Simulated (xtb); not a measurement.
**Geometry relaxation of C2H4ClFSi (part 5 of 5)**

The same run, continued: C2H4ClFSi, multiplicity 3, SMILES FC1(Cl)C[SiH2]1; GFN0-xTB (xtb 6.7.1). The starting geometry was optimised with GFN2-xTB.

Geometry of the input (Å):
```
F  1.4910  0.0721  1.3423
C  0.7485  -0.3671  0.2821
Cl 1.6308  -1.6558  -0.5471
C  0.1767  0.7430  -0.5906
Si -1.1545  -0.2508  0.3181
H  0.4411  1.7406  -0.2630
H  0.3253  0.6215  -1.6541
H  -1.8524  -1.2787  -0.4243
H  -1.7179  0.3290  1.5195
```

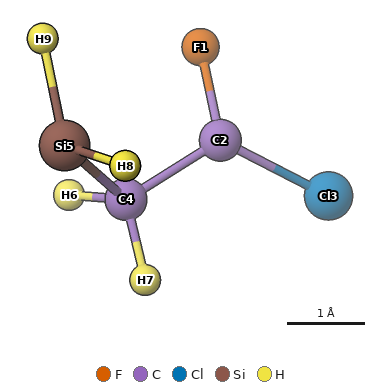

*The geometry at step 31 of the log (ball-and-stick view, seen at a tilt; atoms are numbered from 1 in the order of the input).*

## Trajectory as extended XYZ, continued
```
9
Properties=species:S:1:pos:R:3 step=27 energy=-442.98293
F     1.3373   -0.1593    1.4264
C     1.0581   -0.4889    0.1686
Cl    2.3651   -1.2381   -0.6540
C     0.1514    0.4755   -0.4925
Si   -1.6019    0.2116    0.1355
H     0.4258    1.5165   -0.2816
H     0.1604    0.3175   -1.5720
H    -2.1308   -1.0395   -0.2999
H    -1.6770    0.3584    1.5525
9
Properties=species:S:1:pos:R:3 step=28 energy=-442.98297
F     1.3322   -0.1619    1.4270
C     1.0574   -0.4888    0.1676
Cl    2.3672   -1.2362   -0.6513
C     0.1516    0.4758   -0.4942
Si   -1.6015    0.2116    0.1364
H     0.4252    1.5169   -0.2835
H     0.1605    0.3174   -1.5736
H    -2.1324   -1.0381   -0.2994
H    -1.6718    0.3570    1.5538
9
Properties=species:S:1:pos:R:3 step=29 energy=-442.98300
F     1.3274   -0.1642    1.4278
C     1.0569   -0.4889    0.1668
Cl    2.3695   -1.2337   -0.6493
C     0.1516    0.4757   -0.4955
Si   -1.6010    0.2123    0.1374
H     0.4255    1.5170   -0.2857
H     0.1601    0.3165   -1.5747
H    -2.1336   -1.0365   -0.2990
H    -1.6678    0.3554    1.5552
9
Properties=species:S:1:pos:R:3 step=30 energy=-442.98303
F     1.3194   -0.1682    1.4290
C     1.0562   -0.4895    0.1654
Cl    2.3743   -1.2285   -0.6465
C     0.1516    0.4753   -0.4973
Si   -1.6000    0.2135    0.1393
H     0.4266    1.5168   -0.2897
H     0.1588    0.3144   -1.5763
H    -2.1359   -1.0334   -0.2987
H    -1.6624    0.3533    1.5578
9
Properties=species:S:1:pos:R:3 step=31 energy=-442.98306
F     1.3028   -0.1773    1.4317
C     1.0548   -0.4912    0.1629
Cl    2.3855   -1.2161   -0.6412
C     0.1512    0.4740   -0.5010
Si   -1.5977    0.2165    0.1431
H     0.4292    1.5158   -0.2982
H     0.1556    0.3092   -1.5795
H    -2.1412   -1.0262   -0.2978
H    -1.6518    0.3492    1.5628
9
Properties=species:S:1:pos:R:3 step=32 energy=-442.98308
F     1.2994   -0.1794    1.4322
C     1.0545   -0.4919    0.1626
Cl    2.3888   -1.2123   -0.6398
C     0.1510    0.4733   -0.5017
Si   -1.5971    0.2173    0.1442
H     0.4300    1.5152   -0.3005
H     0.1547    0.3073   -1.5800
H    -2.1434   -1.0237   -0.2981
H    -1.6494    0.3479    1.5641
9
Properties=species:S:1:pos:R:3 step=33 energy=-442.98308
F     1.2987   -0.1804    1.4324
C     1.0548   -0.4923    0.1628
Cl    2.3911   -1.2095   -0.6394
C     0.1508    0.4725   -0.5019
Si   -1.5968    0.2179    0.1449
H     0.4305    1.5145   -0.3020
H     0.1540    0.3055   -1.5800
H    -2.1454   -1.0215   -0.2987
H    -1.6491    0.3470    1.5649
9
Properties=species:S:1:pos:R:3 step=34 energy=-442.98308
F     1.2980   -0.1810    1.4326
C     1.0549   -0.4924    0.1627
Cl    2.3922   -1.2082   -0.6392
C     0.1508    0.4722   -0.5020
Si   -1.5967    0.2182    0.1452
H     0.4307    1.5142   -0.3028
H     0.1536    0.3046   -1.5800
H    -2.1463   -1.0205   -0.2990
H    -1.6487    0.3466    1.5653
```

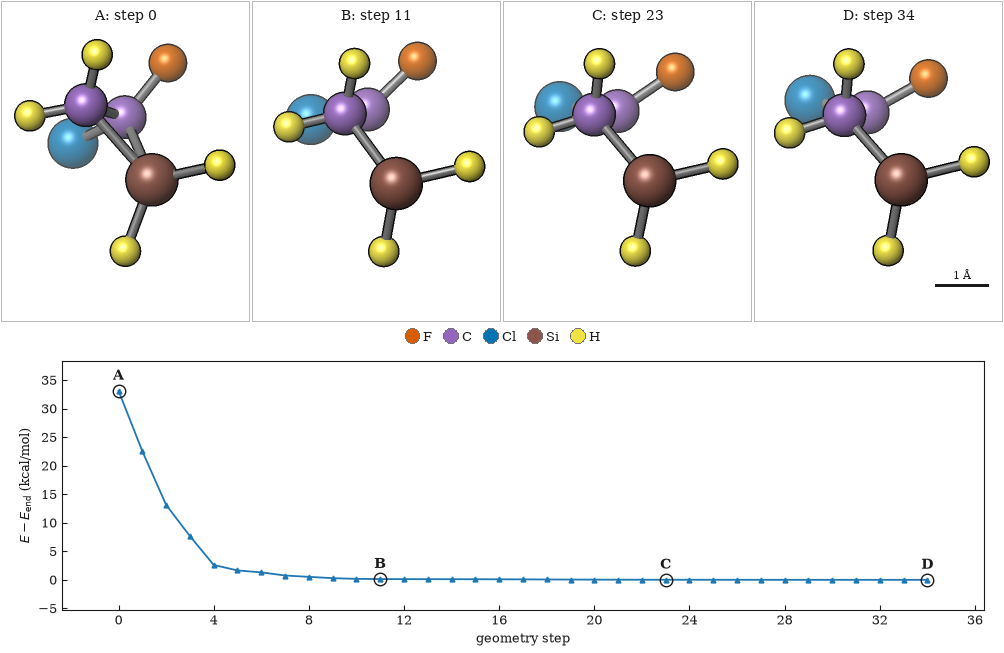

*Frames of the relaxation (ball-and-stick view, seen at a tilt) above the curves, on which the letters mark them (steps are counted from 0).*

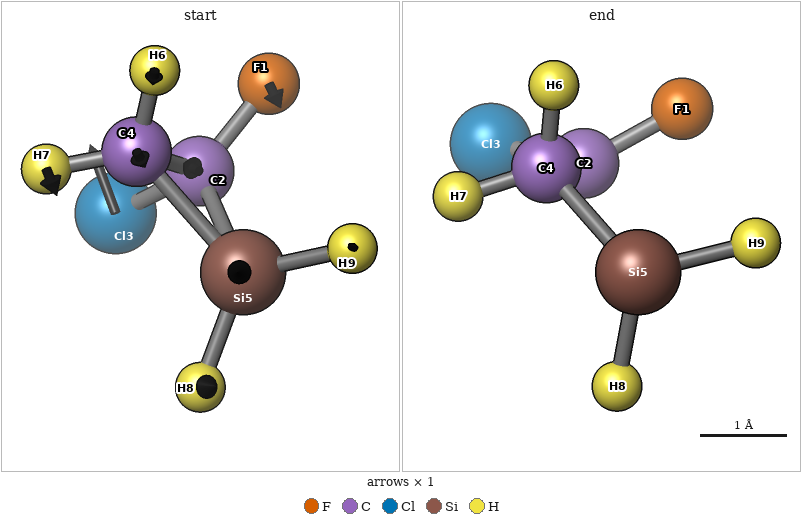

*Before (left) and after (right) the relaxation, at one scale (ball-and-stick view, seen at a tilt). The black arrows give the displacements, at true length.*

The atom that moves furthest after the best rigid fit is Cl3 (0.89 Å). By element the largest moves are Cl 0.89 Å, Si 0.67 Å, H 0.41 Å, C 0.35 Å, F 0.33 Å. Among the contacts that change: C2–Si5 1.907 → 2.745 Å, C2–Cl3 1.768 → 1.716 Å, C2–C4 1.523 → 1.480 Å, F1–C2 1.367 → 1.330 Å. Bonds break: C2–Si5 (1.91 → 2.75 Å). Among the angles that change: C2–C4–Si5 66.8° → 109.0°, Si5–C4–H6 120.7° → 107.6°, Si5–C4–H7 120.7° → 108.8°. After 34 geometry steps the energy has fallen by 33.1 kcal/mol. (Atoms are counted from 1 in the order of the input.)

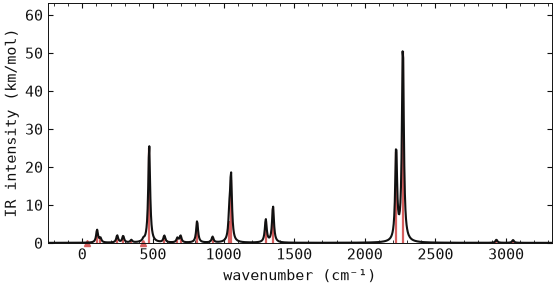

*Harmonic infrared spectrum, unscaled: sticks (degenerate modes added up, dark ones marked on the axis) with a Lorentzian envelope of 16 cm⁻¹ full width, scaled to the tallest stick.*

21 modes from 30 to 3049 cm⁻¹, none imaginary. The strongest line is at 2269 cm⁻¹ (50 km/mol).

## Results in brief

```tsv
quantity	value
outcome	converged
electrons treated	30
total energy	−16.279328 hartree
dispersion energy	−0.002564 hartree
basis functions	40
zero-point energy	0.047737 hartree
dipole moment	2.59 D
wavenumbers, lowest and highest	30 and 3049 cm⁻¹
hardware	1 thread of Arm Neoverse V1, 24 GiB of memory available, shared host
peak memory	0.071 GiB
```
